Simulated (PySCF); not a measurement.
## C₃H₂F₆: geometry relaxation

C₃H₂F₆, computed with PBE0-D3(BJ)/def2-SVP geometry optimisation, gas phase (PySCF 2.14.0).

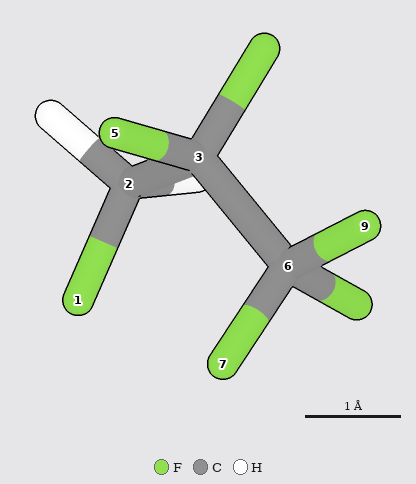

Fig. 1: The input geometry (stick view, seen at a tilt; atoms are numbered from 1 in the order of the input).

Results in brief:

```json
{"quantity": "outcome", "value": "converged"}
{"quantity": "total energy", "value": "−713.345056 hartree"}
{"quantity": "dipole moment", "value": "1.88 D"}
{"quantity": "point group", "value": "C1"}
{"quantity": "hardware", "value": "1 CPU thread, shared host"}
{"quantity": "wall time", "value": "71 s"}
{"quantity": "peak memory", "value": "0.54 GiB"}
```

The input:
```
{"job": {"xc": "PBE0", "basis": "def2-SVP", "d3": "d3bj", "grid": 1, "shake": 0.01, "kind": "geom"}, "charge": 0, "multiplicity": 1}
F      1.265570     1.412220    -0.490980
C      1.283510     0.084330    -0.355730
C      0.063130    -0.408160     0.445400
F      0.040830    -1.750020     0.334720
F      0.223390    -0.153710     1.759590
C     -1.273380     0.201250    -0.027200
F     -1.391290     1.461130     0.345840
F     -1.336340     0.149320    -1.361940
F     -2.300190    -0.479810     0.487770
H      1.262200    -0.366000    -1.341080
H      2.200690    -0.176390     0.187940
```

The first line tells a small driver script what to run in PySCF; the rest is the geometry in Å.

Launched with:
```bash
OMP_NUM_THREADS=1 python <driver script> task.json out
```

Output:
```
step   0  E = -713.34186253  max force = 0.025697
step   1  E = -713.34295968  max force = 0.011477
step   2  E = -713.34456777  max force = 0.005949
step   3  E = -713.34478024  max force = 0.001787
step   4  E = -713.34485628  max force = 0.000906
step   5  E = -713.34495865  max force = 0.002585
step   6  E = -713.34502592  max force = 0.003260
step   7  E = -713.34504881  max force = 0.001775
step   8  E = -713.34505623  max force = 0.000233
optimisation converged
```

Trajectory as extended XYZ (Å, eV, eV/Å), 9 frames, from step=0 to step=8:
```
11
Properties=species:S:1:pos:R:3:forces:R:3 step=0 energy=-19411.02079
F     1.2656    1.4122   -0.4910   -0.2104   1.3214  -0.0805
C     1.2835    0.0843   -0.3557   -0.3438  -0.3561   0.6841
C     0.0631   -0.4082    0.4454    1.1034  -0.1478   0.1863
F     0.0408   -1.7500    0.3347   -0.3636   0.0529  -0.3636
F     0.2234   -0.1537    1.7596   -0.2183   0.3756  -0.1780
C    -1.2734    0.2013   -0.0272   -0.4418  -0.2723   0.0272
F    -1.3913    1.4611    0.3458    0.1767   0.0458   0.0747
F    -1.3363    0.1493   -1.3619   -0.0503  -0.1485   0.2902
F    -2.3002   -0.4798    0.4878    0.3513   0.1020  -0.2756
H     1.2622   -0.3660   -1.3411    0.0051  -0.4966  -0.4742
H     2.2007   -0.1764    0.1879   -0.0082  -0.4764   0.1092
11
Properties=species:S:1:pos:R:3:forces:R:3 step=1 energy=-19411.05064
F     0.7146    1.6927   -0.9513   -0.1333  -0.1563   0.1564
C     0.9492    0.3555   -0.8997    0.2228   0.0692  -0.1968
C     0.3191   -0.3316    0.2856   -0.3534  -0.2254   0.1630
F     0.4488   -1.6613    0.0544    0.0375   0.2557   0.1392
F     0.9862   -0.0235    1.4138   -0.0168  -0.0766  -0.0826
C    -1.1777   -0.0661    0.5852    0.5868  -0.3008   0.5902
F    -1.3367    1.1498    1.0795   -0.0998   0.0587  -0.1030
F    -1.9185   -0.2099   -0.4940   -0.1454   0.0181  -0.3404
F    -1.5693   -0.9562    1.4992   -0.1238   0.2461  -0.1913
H     0.6118   -0.1354   -1.8254   -0.1216   0.0623   0.0159
H     2.0244    0.1657   -0.7652    0.1470   0.0491  -0.1505
11
Properties=species:S:1:pos:R:3:forces:R:3 step=2 energy=-19411.09440
F     0.6579    1.6725   -0.8907   -0.0244   0.0641   0.0409
C     0.9417    0.3462   -0.8906    0.0823  -0.0301  -0.0314
C     0.3349   -0.3539    0.3080    0.0255  -0.1840   0.0356
F     0.4634   -1.6806    0.0880   -0.0177   0.0925   0.0769
F     1.0069   -0.0457    1.4311   -0.0206   0.0043  -0.0290
C    -1.1549   -0.0638    0.5791    0.0657  -0.0590   0.3059
F    -1.3153    1.1684    1.0321    0.0149   0.0323   0.0166
F    -1.8590   -0.2065   -0.5320   -0.1013  -0.0647  -0.2582
F    -1.6187   -0.9172    1.4877    0.0653   0.1124  -0.1247
H     0.5633   -0.1276   -1.8092   -0.0690   0.0197   0.0027
H     2.0316    0.1879   -0.8214   -0.0206   0.0124  -0.0353
11
Properties=species:S:1:pos:R:3:forces:R:3 step=3 energy=-19411.10018
F     0.6428    1.6711   -0.8494    0.0284   0.0446  -0.0017
C     0.9331    0.3454   -0.8844    0.0307  -0.0766   0.0088
C     0.3444   -0.3654    0.3199    0.0758  -0.0318  -0.0373
F     0.4676   -1.6916    0.1124    0.0136   0.0385  -0.0003
F     1.0162   -0.0515    1.4404   -0.0123   0.0267  -0.0069
C    -1.1432   -0.0634    0.5712    0.0070  -0.0074   0.0919
F    -1.3012    1.1763    1.0066   -0.0446  -0.0486  -0.0237
F    -1.8248   -0.2192   -0.5608   -0.0474   0.0173   0.0028
F    -1.6279   -0.9011    1.4766   -0.0206   0.0176  -0.0204
H     0.5200   -0.1128   -1.7965   -0.0156   0.0268  -0.0018
H     2.0248    0.1918   -0.8541   -0.0149  -0.0072  -0.0114
11
Properties=species:S:1:pos:R:3:forces:R:3 step=4 energy=-19411.10225
F     0.6641    1.6754   -0.8433    0.0141   0.0143   0.0128
C     0.9360    0.3452   -0.8855   -0.0107  -0.0310   0.0104
C     0.3463   -0.3634    0.3205    0.0135   0.0225  -0.0223
F     0.4718   -1.6887    0.1169    0.0139   0.0005  -0.0129
F     1.0173   -0.0447    1.4397   -0.0141   0.0307   0.0051
C    -1.1455   -0.0659    0.5727   -0.0466   0.0072   0.0034
F    -1.3148    1.1729    1.0043    0.0155  -0.0121  -0.0133
F    -1.8291   -0.2261   -0.5592    0.0142   0.0070   0.0041
F    -1.6304   -0.9025    1.4774    0.0162  -0.0283   0.0163
H     0.5104   -0.1026   -1.7970   -0.0119   0.0195  -0.0017
H     2.0257    0.1802   -0.8643   -0.0041  -0.0304  -0.0019
11
Properties=species:S:1:pos:R:3:forces:R:3 step=5 energy=-19411.10504
F     0.7088    1.6836   -0.8241    0.0034  -0.0324   0.0173
C     0.9379    0.3449   -0.8865   -0.0371   0.0568   0.0100
C     0.3470   -0.3571    0.3213   -0.0628   0.0692   0.0146
F     0.4799   -1.6815    0.1249    0.0216  -0.0575  -0.0112
F     1.0139   -0.0249    1.4388   -0.0003   0.0139   0.0150
C    -1.1498   -0.0714    0.5733   -0.0147  -0.0032  -0.1329
F    -1.3346    1.1679    0.9941    0.0334   0.0176   0.0203
F    -1.8310   -0.2438   -0.5605    0.0392  -0.0068   0.0421
F    -1.6271   -0.9085    1.4804    0.0150  -0.0251   0.0303
H     0.4850   -0.0771   -1.7970   -0.0051   0.0097  -0.0013
H     2.0219    0.1477   -0.8827    0.0074  -0.0421  -0.0042
11
Properties=species:S:1:pos:R:3:forces:R:3 step=6 energy=-19411.10687
F     0.7641    1.6919   -0.7930   -0.0096  -0.0622   0.0053
C     0.9375    0.3463   -0.8861   -0.0194   0.1057   0.0072
C     0.3473   -0.3502    0.3230   -0.0723   0.0690   0.0393
F     0.4928   -1.6746    0.1365    0.0117  -0.0590  -0.0075
F     1.0080    0.0001    1.4389   -0.0005  -0.0108   0.0053
C    -1.1530   -0.0785    0.5696   -0.0102  -0.0333  -0.1676
F    -1.3538    1.1625    0.9754    0.0335   0.0528   0.0216
F    -1.8310   -0.2716   -0.5639    0.0569   0.0030   0.0594
F    -1.6213   -0.9112    1.4843   -0.0007  -0.0369   0.0503
H     0.4492   -0.0387   -1.7946    0.0018  -0.0018  -0.0030
H     2.0121    0.1037   -0.9078    0.0088  -0.0265  -0.0103
11
Properties=species:S:1:pos:R:3:forces:R:3 step=7 energy=-19411.10749
F     0.7673    1.6927   -0.7874   -0.0010  -0.0328   0.0049
C     0.9364    0.3477   -0.8852   -0.0103   0.0591   0.0043
C     0.3467   -0.3501    0.3236   -0.0287   0.0273   0.0286
F     0.4948   -1.6752    0.1377    0.0053  -0.0228  -0.0088
F     1.0056    0.0013    1.4404    0.0006  -0.0116  -0.0035
C    -1.1525   -0.0799    0.5674    0.0017  -0.0278  -0.0913
F    -1.3511    1.1633    0.9695    0.0087   0.0329   0.0166
F    -1.8288   -0.2766   -0.5650    0.0228   0.0005   0.0369
F    -1.6204   -0.9099    1.4861   -0.0032  -0.0091   0.0197
H     0.4442   -0.0324   -1.7936    0.0002  -0.0062  -0.0017
H     2.0097    0.0988   -0.9115    0.0038  -0.0094  -0.0057
11
Properties=species:S:1:pos:R:3:forces:R:3 step=8 energy=-19411.10769
F     0.7682    1.6933   -0.7821    0.0033   0.0004   0.0001
C     0.9353    0.3495   -0.8838    0.0012   0.0064   0.0008
C     0.3464   -0.3507    0.3242    0.0113  -0.0029   0.0041
F     0.4964   -1.6762    0.1368   -0.0049   0.0050  -0.0061
F     1.0046   -0.0003    1.4415   -0.0044  -0.0095  -0.0054
C    -1.1518   -0.0808    0.5650   -0.0030  -0.0120   0.0034
F    -1.3484    1.1650    0.9630   -0.0029   0.0064   0.0002
F    -1.8275   -0.2822   -0.5651    0.0002   0.0030   0.0029
F    -1.6201   -0.9064    1.4885    0.0000   0.0015   0.0018
H     0.4408   -0.0286   -1.7921   -0.0002  -0.0006  -0.0008
H     2.0081    0.0972   -0.9139   -0.0007   0.0024  -0.0010
```

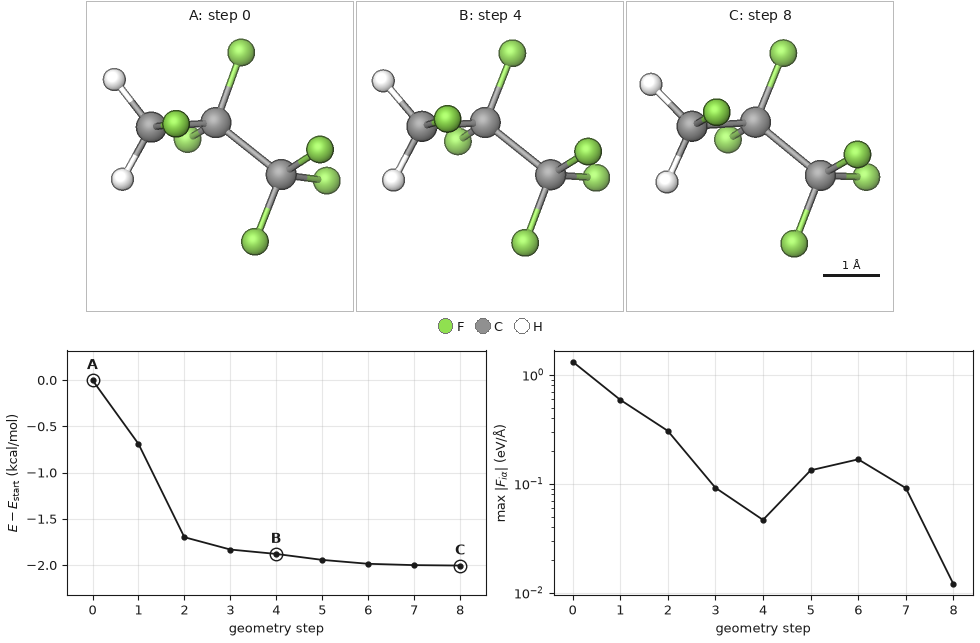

Fig. 2: Frames of the relaxation (ball-and-stick view, seen at a tilt) above the curves, on which the letters mark them (steps are counted from 0).

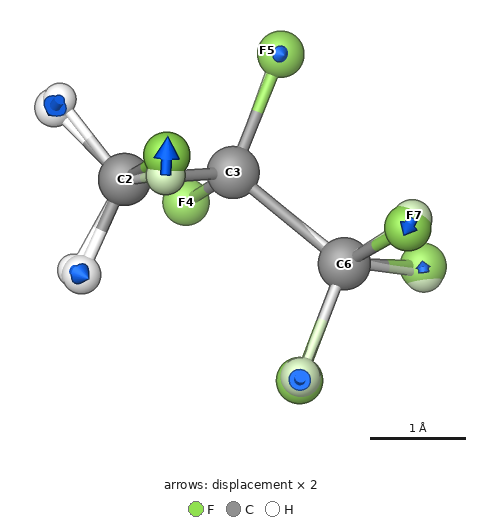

Fig. 3: Start (faint) and end (solid) with the displacements as blue arrows, magnified 2 times (ball-and-stick view, seen at a tilt). The two geometries are laid on each other by the best rigid fit. The atom that moves furthest after the best rigid fit is F1 (0.21 Å). By element the largest moves are F 0.21 Å, H 0.17 Å, C 0.03 Å. Among the contacts that change: C2–C3 1.541 → 1.515 Å, F1–C2 1.335 → 1.358 Å, C2–H10 1.084 → 1.101 Å, C6–F9 1.335 → 1.324 Å. Among the angles that change: F4–C3–C6 110.7° → 107.6°, F1–C2–H11 107.3° → 110.4°, F4–C3–F5 105.7° → 108.5°. After 8 geometry steps the energy has fallen by 2.00 kcal/mol. Largest force component: 1.3 eV/Å at the start, 0.012 eV/Å at the end. (Atoms are counted from 1 in the order of the input.)
